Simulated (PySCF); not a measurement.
**ClH3OSi2 (triplet): density, localisation and related maps**

The calculation's input:

```
{"job": {"kind": "epr"}, "charge": 0, "multiplicity": 3}
Si     1.768995     1.191560    -0.280005
O      0.336822     0.729201     0.413264
Si    -0.965964    -0.262392     0.052089
Cl     3.466896     0.110333     0.217333
H     -1.059701    -1.308113     1.108208
H     -0.767167    -0.892938    -1.286965
H     -2.202678     0.567502     0.045947
```

Run with:

```sh
OMP_NUM_THREADS=1 python cluster_run.py task.json out
```

Geometry: PBE0-D3(BJ)/def2-SVP.

Theory: PySCF 2.14.0, density-fitted response routines, UKS B3LYP, IGLO-III on Cl O Si, pcH-1 on H, non-relativistic, mean-field spin-orbit, GIAO.

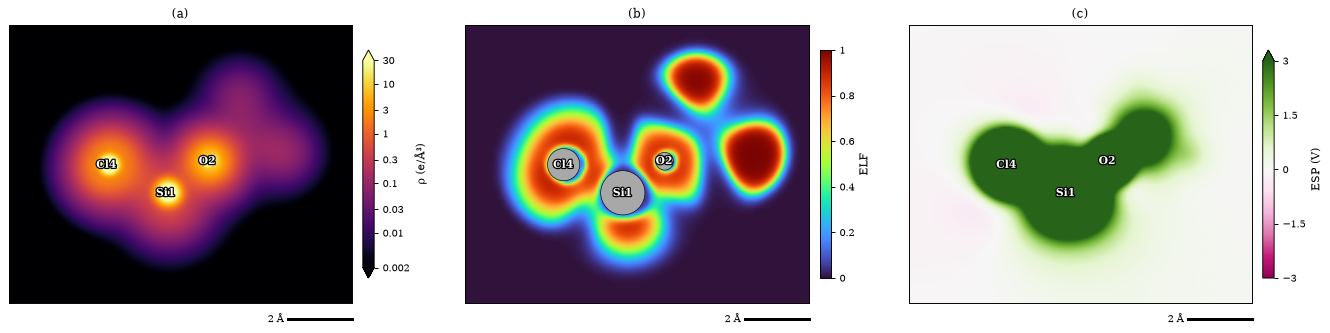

Figure 1. (a) electron density; (b) electron localisation function; (c) electrostatic potential on the plane of atoms O2, Si1 and Cl4. Grey discs cover the atomic cores in the ELF map.

> What do the fields say about this system?

The section cuts through Si, O and Cl sites. Si–O (1.66 Å): ρ at the midpoint is about 0.92 e/Å³; the ELF peaks at about 0.85 between the atoms, as expected for a polar covalent bond. Si–Cl (2.07 Å): ρ is about 0.91 e/Å³ halfway; the ELF peaks at about 0.85 between the atoms, as expected for a polar covalent bond. The ELF also peaks beside Si1, Cl4 and O2, away from the bonds: non-bonding electrons, paired or unpaired. Outside the dense part of the molecule the potential is most negative (−0.3 V) near Cl4.

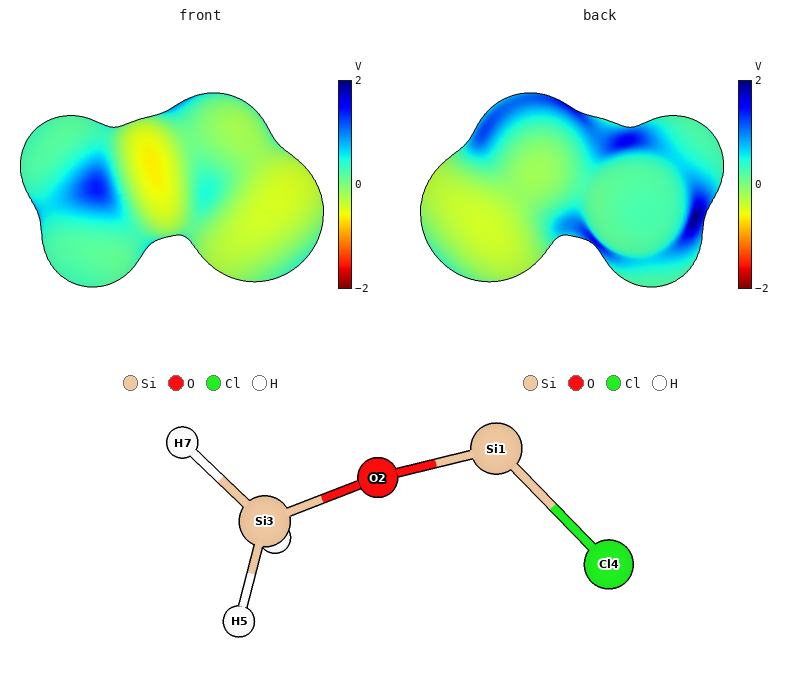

Figure 2. The electrostatic potential painted on the density surface at 0.002 e/bohr³, seen from the front and from behind; red is negative and blue positive. The bare structure is drawn below in the same view.

> Which sites attract a positive test charge, and which a negative one?

A positive charge is drawn to the negative regions and a negative charge to the positive ones. The most negative region (about −0.6 V) lies over O2, the most positive (about +1.8 V) over Si3. Cl4 shows a σ-hole: about +0.4 V at the tip opposite its bond, against about −0.3 V on its flanks.
